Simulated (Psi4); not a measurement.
**Single-point calculation, with input and output: CH3Mg (part 2 of 2)**

CH3Mg, multiplicity 2; MP2.5/6-311++G**, UHF, sfX2C (Psi4 1.11). The geometry comes from this level: PBE0-D4/def2-TZVP (4 decimals).

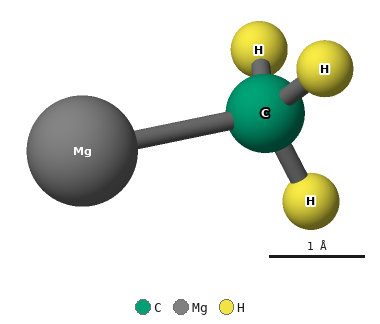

The input geometry (ball-and-stick view, seen at a tilt). Sticks mark near contacts.

## Log, continued
```
  Module OCC Options:
  ----------------------------------------------------------------------------
  ACTIVE                        => (empty)
  BASIS_RELATIVISTIC            => (empty)
  BENCH                         => (empty)
  CACHELEVEL                    => (empty)
  CCL_ENERGY                    => (empty)
  CC_MAXITER                    => (empty)
  CC_TYPE                       => (empty)
  CEPA_OS_SCALE                 => (empty)
  CEPA_SOS_SCALE                => (empty)
  CEPA_SS_SCALE                 => (empty)
  CEPA_TYPE                     => (empty)
  CI_TYPE                       => (empty)
  CUBEPROP_BASIS_FUNCTIONS      => (empty)
  CUBEPROP_FILEPATH             => (empty)
  CUBEPROP_ISOCONTOUR_THRESHOLD => (empty)
  CUBEPROP_ORBITALS             => (empty)
  CUBEPROP_TASKS                => (empty)
  CUBIC_BASIS_TOLERANCE         => (empty)
  CUBIC_BLOCK_MAX_POINTS        => (empty)
  CUBIC_GRID_OVERAGE            => (empty)
  CUBIC_GRID_SPACING            => (empty)
  CUTOFF                        => (empty)
  DDX                           => (empty)
  DEBUG                         => (empty)
  DERTYPE                       => (empty)
  DF_BASIS_CC                   => (empty)
  DIE_IF_NOT_CONVERGED          => (empty)
  DIIS_MAX_VECS                 => (empty)
  DIIS_MIN_VECS                 => (empty)
  DKH_ORDER                     => (empty)
  DOCC                          => (empty)
  DO_DIIS                       => (empty)
  DO_LEVEL_SHIFT                => (empty)
  DO_SCS                        => (empty)
  DO_SOS                        => (empty)
  E3_SCALE                      => (empty)
  EA_POLES                      => (empty)
  EKT_EA                        => (empty)
  EKT_IP                        => (empty)
  EP_EA_POLES                   => (empty)
  EP_IP_POLES                   => (empty)
  EP_MAXITER                    => (empty)
  EXTERNAL_POTENTIAL_SYMMETRY   => (empty)
  E_CONVERGENCE                 => 1e-06           !
  FREEZE_CORE                   => 1               !
  FREEZE_CORE_POLICY            => (empty)
  FROZEN_DOCC                   => (empty)
  FROZEN_UOCC                   => (empty)
  INTEGRAL_PACKAGE              => (empty)
  IP_POLES                      => (empty)
  LEVEL_SHIFT                   => (empty)
  LITERAL_CFOUR                 => (empty)
  LS_THC_BASIS_TOLERANCE        => (empty)
  LS_THC_DF                     => (empty)
  LS_THC_PRUNING_SCHEME         => (empty)
  LS_THC_RADIAL_POINTS          => (empty)
  LS_THC_SPHERICAL_POINTS       => (empty)
  LS_THC_S_EPSILON              => (empty)
  LS_THC_WEIGHTS_TOLERANCE      => (empty)
  MAT_NUM_COLUMN_PRINT          => (empty)
  MAX_MOGRAD_CONVERGENCE        => (empty)
  MAX_RADIAL_MOMENT             => (empty)
  MBIS_D_CONVERGENCE            => (empty)
  MBIS_MAXITER                  => (empty)
  MBIS_PRUNING_SCHEME           => (empty)
  MBIS_RADIAL_POINTS            => (empty)
  MBIS_SPHERICAL_POINTS         => (empty)
  MOGRAD_DAMPING                => (empty)
  MOLDEN_WITH_VIRTUAL           => (empty)
  MO_MAXITER                    => (empty)
  MO_READ                       => (empty)
  MO_STEP_MAX                   => (empty)
  MO_WRITE                      => (empty)
  MP2_OS_SCALE                  => (empty)
  MP2_SOS_SCALE                 => (empty)
  MP2_SOS_SCALE2                => (empty)
  MP2_SS_SCALE                  => (empty)
  MP2_TYPE                      => (empty)
  MP_TYPE                       => CONV            !
  NAT_ORBS                      => (empty)
  NUM_FROZEN_DOCC               => (empty)
  NUM_FROZEN_UOCC               => (empty)
  NUM_GPUS                      => (empty)
  OCC_ORBS_PRINT                => (empty)
  OEPROP                        => (empty)
  OPT_METHOD                    => (empty)
  ORBITAL_OPTIMIZER_PACKAGE     => (empty)
  ORB_OPT                       => FALSE           !
  ORB_RESP_SOLVER               => (empty)
  ORTH_TYPE                     => (empty)
  OS_SCALE                      => (empty)
  PARENT_SYMMETRY               => (empty)
  PCG_BETA_TYPE                 => (empty)
  PCG_CONVERGENCE               => (empty)
  PCG_MAXITER                   => (empty)
  PCM                           => (empty)
  PE                            => (empty)
  PRINT                         => (empty)
  PRINT_NOONS                   => (empty)
  PROPERTIES                    => (empty)
  PROPERTIES_ORIGIN             => (empty)
  PUREAM                        => (empty)
  QC_MODULE                     => (empty)
  RAS1                          => (empty)
  RAS2                          => (empty)
  RAS3                          => (empty)
  RAS4                          => (empty)
  RELATIVISTIC                  => X2C             !
  RELAXED                       => (empty)
  REMP_A                        => (empty)
  RESTRICTED_DOCC               => (empty)
  RESTRICTED_UOCC               => (empty)
  RMS_MOGRAD_CONVERGENCE        => (empty)
  R_CONVERGENCE                 => (empty)
  SCF_TYPE                      => DF              !
  SCREENING                     => (empty)
  SCS_TYPE                      => (empty)
  SOCC                          => (empty)
  SOS_TYPE                      => (empty)
  SPIN_SCALE_TYPE               => NONE            !
  SS_SCALE                      => (empty)
  SYMMETRIZE                    => (empty)
  TPDM_ABCD_TYPE                => (empty)
  WFN                           => (empty)
  WFN_TYPE                      => OMP2.5          !
  WRITER_FILE_LABEL             => (empty)
  ZORA_BASIS_TOLERANCE          => (empty)
  ZORA_NR_DEBUG                 => (empty)
  ZORA_PRUNING_SCHEME           => (empty)
  ZORA_RADIAL_POINTS            => (empty)
  ZORA_SPHERICAL_POINTS         => (empty)

 ==============================================================================
 ==============================================================================
 ==============================================================================

                             MP2.5

 ==============================================================================
 ==============================================================================
 ==============================================================================

	MO spaces per irreps...

	IRREP   FC   AOCC  BOCC  AVIR    BVIR  FV
	==========================================
	   A     6     5     4    62     63     0
	==========================================

	Computing MP2 energy using SCF MOs (Canonical MP2)...
	==============================================================================
	Nuclear Repulsion Energy (a.u.)    :    34.65979205817512
	SCF Energy (a.u.)                  :  -239.50123366676007
	REF Energy (a.u.)                  :  -239.50123366676007
	Alpha-Alpha Contribution (a.u.)    :    -0.01995300846974
	Alpha-Beta Contribution (a.u.)     :    -0.14272081028078
	Beta-Beta Contribution (a.u.)      :    -0.01826205768480
	Scaled_SS Correlation Energy (a.u.):    -0.01273835538485
	Scaled_OS Correlation Energy (a.u.):    -0.17126497233693
	SCS-MP2 Total Energy (a.u.)        :  -239.68523699448184
	SOS-MP2 Total Energy (a.u.)        :  -239.68677072012508
	SCSN-MP2 Total Energy (a.u.)       :  -239.56849218319206
	SCS-MP2-VDW Total Energy (a.u.)    :  -239.70302383699672
	SOS-PI-MP2 Total Energy (a.u.)     :  -239.70104280115316
	MP2 Correlation Energy (a.u.)      :    -0.18093587643532
	MP2 Total Energy (a.u.)            :  -239.68216954319539
	==============================================================================

	Computing MP2.5 energy using SCF MOs (Canonical MP2.5)...
	==============================================================================
	Nuclear Repulsion Energy (a.u.)    :    34.65979205817512
	SCF Energy (a.u.)                  :  -239.50123366676007
	REF Energy (a.u.)                  :  -239.50123366676007
	Alpha-Alpha Contribution (a.u.)    :    -0.01985417216909
	Alpha-Beta Contribution (a.u.)     :    -0.15157930402557
	Beta-Beta Contribution (a.u.)      :    -0.01800573688258
	0.5 Energy Correction (a.u.)       :    -0.00850333664192
	MP2.5 Correlation Energy (a.u.)    :    -0.18943921307724
	MP2.5 Total Energy (a.u.)          :  -239.69067287983731
	==============================================================================

	total time  =         12 seconds =       0.20 minutes
```

## Standard output
```
E = -239.69067288
CURRENT CORRELATION ENERGY                         -0.1894392131
CURRENT ENERGY                                   -239.6906728798
CURRENT REFERENCE ENERGY                         -239.5012336668
DD SOLVATION ENERGY                                 0.0000000000
HF KINETIC ENERGY                                 239.9084507670
HF POTENTIAL ENERGY                              -479.4096844337
HF TOTAL ENERGY                                  -239.5012336668
HF VIRIAL RATIO                                     1.9983026146
MP2 CORRELATION ENERGY                             -0.1809358764
MP2 DOUBLES ENERGY                                 -0.1809358764
MP2 OPPOSITE-SPIN CORRELATION ENERGY               -0.1427208103
MP2 SAME-SPIN CORRELATION ENERGY                   -0.0382150662
MP2 SINGLES ENERGY                                  0.0000000000
MP2 TOTAL ENERGY                                 -239.6821695432
MP2.5 CORRELATION ENERGY                           -0.1894392131
MP2.5 DOUBLES ENERGY                               -0.1894392131
MP2.5 OPPOSITE-SPIN CORRELATION ENERGY             -0.1515793040
MP2.5 SAME-SPIN CORRELATION ENERGY                 -0.0378599091
MP2.5 SINGLES ENERGY                                0.0000000000
MP2.5 TOTAL ENERGY                               -239.6906728798
MP3 CORRELATION ENERGY                             -0.1979425497
MP3 DOUBLES ENERGY                                 -0.1979425497
MP3 OPPOSITE-SPIN CORRELATION ENERGY               -0.1604377978
MP3 SAME-SPIN CORRELATION ENERGY                   -0.0375047519
MP3 SINGLES ENERGY                                  0.0000000000
MP3 TOTAL ENERGY                                 -239.6991762165
NUCLEAR REPULSION ENERGY                           34.6597920582
ONE-ELECTRON ENERGY                              -401.7171899998
PCM POLARIZATION ENERGY                             0.0000000000
PE ENERGY                                           0.0000000000
SCF ITERATION ENERGY                             -239.5012336668
SCF ITERATIONS                                     13.0000000000
SCF TOTAL ENERGY                                 -239.5012336668
SCS(N)-MP2 CORRELATION ENERGY                      -0.0672585164
SCS(N)-MP2 TOTAL ENERGY                          -239.5684921832
SCS-MP2 CORRELATION ENERGY                         -0.1840033277
SCS-MP2 TOTAL ENERGY                             -239.6852369945
SCS-MP2-VDW CORRELATION ENERGY                     -0.2017901702
SCS-MP2-VDW TOTAL ENERGY                         -239.7030238370
SOS-MP2 CORRELATION ENERGY                         -0.1855370534
SOS-MP2 TOTAL ENERGY                             -239.6867707201
SOS-PI-MP2 CORRELATION ENERGY                      -0.1998091344
SOS-PI-MP2 TOTAL ENERGY                          -239.7010428012
TWO-ELECTRON ENERGY                               127.5561642749
```

This output came from the following input.

## Input file (job.py)
```python
import psi4
from rdkit import Chem

psi4.set_memory(1600000000)
psi4.set_num_threads(1)
psi4.core.set_output_file('run.log', False)

rd = Chem.SDMolSupplier('ch3mg.sdf', removeHs=False, sanitize=False)[0]
xyz = rd.GetConformer().GetPositions()
atoms = '\n'.join(f'{a.GetSymbol()} {x:.4f} {y:.4f} {z:.4f}' for a, (x, y, z) in zip(rd.GetAtoms(), xyz))
mol = psi4.geometry('0 2\n' + atoms + '')

options = {'basis': '6-311++G**', 'reference': 'uhf', 'scf_type': 'df', 'freeze_core': True, 'mp_type': 'conv', 'relativistic': 'x2c'}
psi4.set_options(options)

result = psi4.energy('mp2.5')
print('E =', round(result, 9))
for k, v in sorted(psi4.core.scalar_variables().items()):
    print(f'{k:45s} {v:18.10f}')
```

## File ch3mg.sdf
```

     RDKit          3D

  5  4  0  0  0  0  0  0  0  0999 V2000
    0.0946   -0.1563   -0.1090 C   0  0  0  0  0  0  0  0  0  0  0  0
   -0.8313    1.3939    0.9937 Mg  0  0  0  0  0  1  0  0  0  0  0  0
    0.3555   -0.9912    0.5486 H   0  0  0  0  0  0  0  0  0  0  0  0
   -0.5785   -0.5270   -0.8882 H   0  0  0  0  0  0  0  0  0  0  0  0
    1.0097    0.2070   -0.5865 H   0  0  0  0  0  0  0  0  0  0  0  0
  2  1  1  0
  3  1  1  0
  4  1  1  0
  5  1  1  0
M  RAD  1   2   2
M  END
$$$$
```

Launch command:
```bash
python job.py
```

## Summary

- outcome: converged
- total energy: −239.690673 hartree
- SCF energy: −239.501234 hartree
- MP2 energy: −239.682170 hartree
- correlation energy: −0.189439 hartree
- basis functions: 73
- ⟨S²⟩: 0.762
- hardware: 1 thread of AMD EPYC (Zen 3), 192 GiB of memory available, shared host
- wall time: 18 s
- peak memory: 0.47 GiB
